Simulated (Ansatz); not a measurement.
# GeH2Cl2 (dichlorogermane): CCSD/def2-SVPD

Aim: the vertical singlet–triplet gap of GeH2Cl2 (dichlorogermane) at CCSD/def2-SVPD, from 2 runs. 

Program for the calculation: Ansatz 0.2.0.

38 further runs of the same task are left out: 2 that didn't finish, 36 set aside as unsound or not needed. Runs told in other sessions of the task aren't counted.

## (1) The system as given

GeH2Cl2 has 5 atoms, charge 0, and is taken as a singlet. As SMILES, `[Cl][GeH2][Cl]`. Geometry: relaxed at PBE0-D4/def2-TZVP.

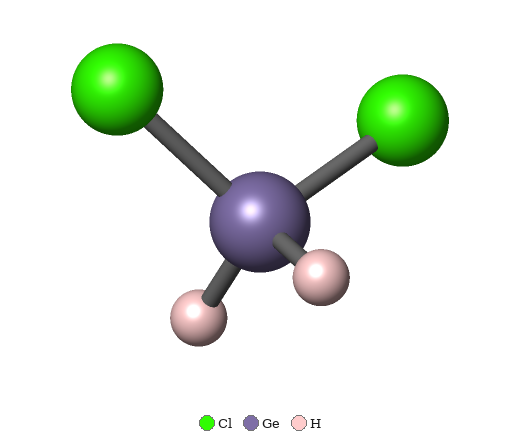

The structure, seen from a chosen angle (chlorine green, germanium purple, hydrogen pink).

## (2) A single-point energy at CCSD/def2-SVPD

The input, run.yaml:

```yaml
basis:
  gaussian:
    orbitals: def2-SVPD
crystal:
  periodic: [false, false, false]
  atoms:
    - symbol: Cl
      position_ang: [-1.771500, -0.157700, 0.977200]
    - symbol: Ge
      position_ang: [0.027400, 0.080300, -0.156400]
    - symbol: Cl
      position_ang: [1.579400, -1.030200, 0.811000]
    - symbol: H
      position_ang: [-0.198900, -0.525000, -1.541400]
    - symbol: H
      position_ang: [0.413600, 1.558900, -0.131900]
correlation:
  method: ccsd
  frozen_orbitals: {Cl: 5, Ge: 9, H: 0}
accuracy: high
scf:
  omitted_lower_state_checks: [cluster_reference, increment]
```

The run is started by

```console
$ ansatz run run.yaml --threads 1 --pin off --max-ram 3480MiB --events-out events.jsonl --progress --plain --runs-dir runs
```

The log of the run, cut to the lines that bear on the results:

```text
Warning: RAYON_NUM_THREADS=1 ignored (pool sized by the plan → 1); use --threads N
Functional definition: HF
  name "HF"
[...]
2033 factors; integrals over basis functions are off by at most 4.6e-9 eV
[...]
mean field -81500.20272497 eV, -2995.0772073210 hartree, gradient 4.3e-8 eV, S^2 0.000000; 0 other end points of the search recorded, 0 dependent functions left out
19 core orbitals not correlated: weight in the atoms' cores, before any rotation towards them, 1.000 or more for the frozen orbitals, at most 0.000 for the correlated occupied ones
reference -81500.20272497 eV, -2995.0772073210 hartree; 15, 15 occupied and 74, 74 virtual orbitals, 2033 factors
second order -14.22283428 eV of doubles, -0.00000000 eV of singles
cycle   1  -14.54597462 eV  change   -3.2e-1 eV  update   8.0e-2
[...]
cycle  20  -14.95816217 eV  change   2.0e-10 eV  update  4.8e-10
Total energy: -81515.16088714 eV, -2995.6269096417 hartree
Checks for a lower state left out: cluster_reference, increment
```

Wall time 27 s (1 thread of Arm Neoverse V1, shared host); peak memory 0.69 GiB.

## (3) The triplet, same level

The input, run.yaml:

```yaml
crystal:
  periodic: [false, false, false]
  atoms:
    - symbol: Cl
      position_ang: [-1.771500, -0.157700, 0.977200]
    - symbol: Ge
      position_ang: [0.027400, 0.080300, -0.156400]
    - symbol: Cl
      position_ang: [1.579400, -1.030200, 0.811000]
    - symbol: H
      position_ang: [-0.198900, -0.525000, -1.541400]
    - symbol: H
      position_ang: [0.413600, 1.558900, -0.131900]
basis:
  gaussian: {orbitals: def2-SVPD}
magnetization: {spin_polarized: true, initial_magnetization: 2}
correlation: {method: ccsd, frozen_orbitals: {Cl: 5, Ge: 9, H: 0}}
accuracy: high
scf: {omitted_lower_state_checks: [cluster_reference, increment]}
```

The run is started by

```console
$ ansatz run run.yaml --threads 1 --pin off --max-ram 3480MiB --events-out events.jsonl --progress --plain --runs-dir runs
```

The log of the run, cut to the lines that bear on the results:

```text
Warning: RAYON_NUM_THREADS=1 ignored (pool sized by the plan → 1); use --threads N
[... 2 set-up lines as earlier in the session ...]
[...]
2033 factors; integrals over basis functions are off by at most 4.6e-9 eV
[...]
mean field -81493.14586946 eV, -2994.8178726644 hartree, gradient 1.8e-8 eV, S^2 2.013192; 26 other end points of the search recorded, 0 dependent functions left out
19 core orbitals not correlated: weight in the atoms' cores, before any rotation towards them, 1.000 or more for the frozen orbitals, at most 0.000 for the correlated occupied ones
reference -81493.14586946 eV, -2994.8178726644 hartree; 16, 14 occupied and 73, 75 virtual orbitals, 2033 factors
second order -13.95575638 eV of doubles, -0.00000000 eV of singles
cycle   1  -14.36666635 eV  change   -4.1e-1 eV  update   9.6e-2
[...]
cycle  46  -14.92224791 eV  change  -1.7e-10 eV  update   2.4e-9
Total energy: -81508.06811737 eV, -2995.3662551604 hartree
Checks for a lower state left out: cluster_reference, increment
```

Wall time 4.4 min (1 thread of Arm Neoverse V1, shared host); peak memory 1.5 GiB.

## (4) Results

At CCSD/def2-SVPD, 19 core orbitals frozen:

| quantity | value |
| --- | --- |
| singlet: total energy | -2995.62691 Eh |
| singlet: correlation energy (19 core orbitals frozen) | -549.7 mEh |
| singlet: T1 diagnostic | 0.009 |
| triplet: total energy | -2995.36626 Eh |
| triplet: correlation energy (19 core orbitals frozen) | -548.4 mEh |
| triplet: ⟨S²⟩ of the reference determinant | 2.013 |
| triplet: T1 diagnostic | 0.035 |
| vertical energy of the triplet above the singlet | 7.093 eV |

What this shows: At this shape the triplet lies 7.09 eV (164 kcal/mol) above the singlet.
